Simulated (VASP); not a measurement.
Band structure of CdHg3Te4 (ordered alloy cell). Calculation: PBEsol GGA, VASP's PBE PAW potentials (set 64) (plane waves; VASP).

Unless said otherwise, spin-orbit coupling is left out, though it shifts the bands of the heavy elements here.

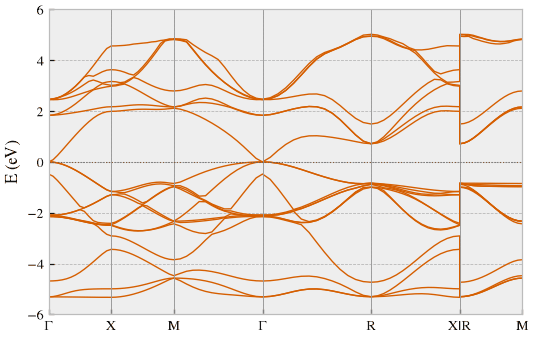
Fig. 1. Bands along high-symmetry lines, zero at the valence-band maximum or, without a gap, the Fermi level

Question: Read the plot: is there a gap, and where are the band edges?

Answer: It has no gap at this level: it comes out as a metal or semimetal. (Edges off the drawn lines would not show.)

The structure was generated: CdHg3Te4 was put into an ordered model structure (P-43m), which need not be its known phase. It was relaxed first.
